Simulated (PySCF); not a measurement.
# C₃H₇ClOSi: what the fields show

Input

```
{"job": {"kind": "nmr", "xc": "PBE0", "basis": "pcSseg-1"}, "charge": 0, "multiplicity": 1}
C     -1.976579    -0.442310    -0.475482
C     -1.023674    -0.000615     0.600567
O     -1.233383    -0.207036     1.774141
Si     0.610797     0.898315     0.082018
C      2.024516    -0.369538     0.110961
Cl     0.390806     1.631977    -1.797748
H     -2.311468     0.430729    -1.032289
H     -2.831736    -0.962715    -0.050154
H     -1.452848    -1.093111    -1.173231
H      0.842189     2.005996     1.004388
H      2.980363     0.108353    -0.086650
H      1.886700    -1.145892    -0.638600
H      2.089928    -0.853665     1.080607
```

Launched as:

```sh
OMP_NUM_THREADS=1 python probes_run.py task.json out
```

Geometry: GFN2-xTB.

Level of theory: PySCF, PBE0/pcSseg-1, SCF density, gas phase, non-relativistic.

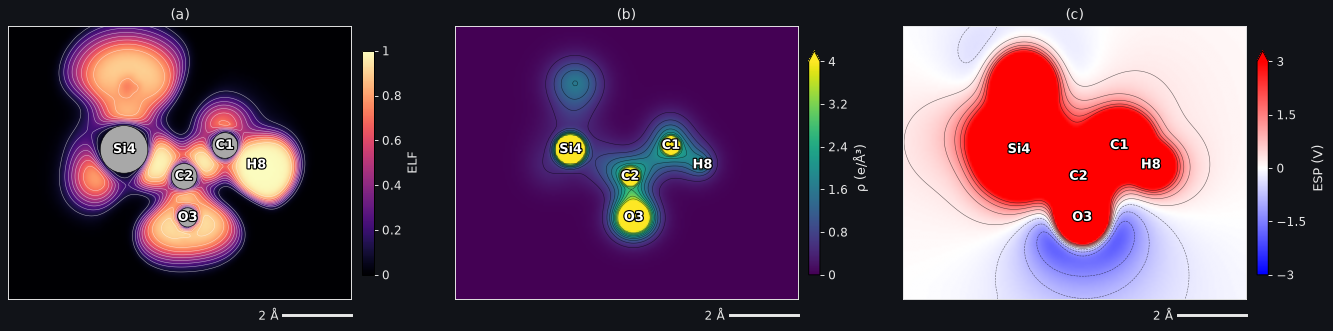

Figure 1. (a) electron localisation function; (b) electron density; (c) molecular electrostatic potential on the plane of atoms C1, C2 and Si4. Grey discs cover the atomic cores in the ELF map.

Q: Interpret the plot.

A:
- The section cuts through C, O, Si and H sites.
- C–O (1.21 Å): ρ at the midpoint is about 3.3 e/Å³; the ELF peaks at about 0.85 between the atoms; a multiple bond.
- C–C (1.50 Å): the density is about 1.7 e/Å³ at the midpoint; the ELF peaks at about 0.95 between the atoms: a covalent bond.
- C–H (1.09 Å): ρ at the midpoint is about 2 e/Å³; the ELF climbs to about 1 towards the hydrogen, as it does in any bond to H; an ordinary covalent bond to hydrogen.
- The ELF also peaks beside O3 and Cl6, away from the bonds: lone-pair regions.
- Outside the dense part of the molecule the potential is most negative (−1.9 V) near O3.

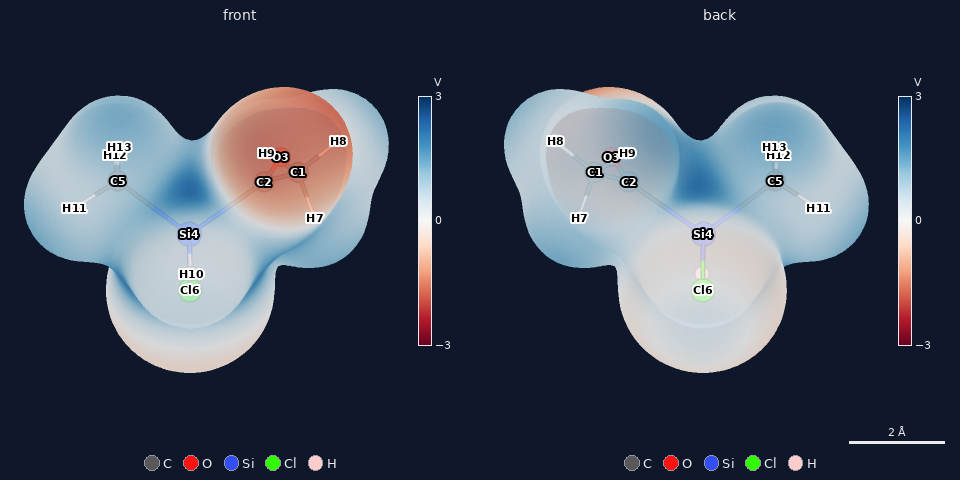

Figure 2. The electrostatic potential painted on the density surface at 0.004 e/bohr³, seen from the front and from behind; red is negative and blue positive.

Q: Where is the surface potential most negative and most positive?

A: The most negative region (about −1.7 V) lies over O3, the most positive (about +2.1 V) over Si4. O3 is the likeliest acceptor of a hydrogen bond.

Q: How polar is the molecule by this calculation?

A: Its dipole moment is 1.62 D.
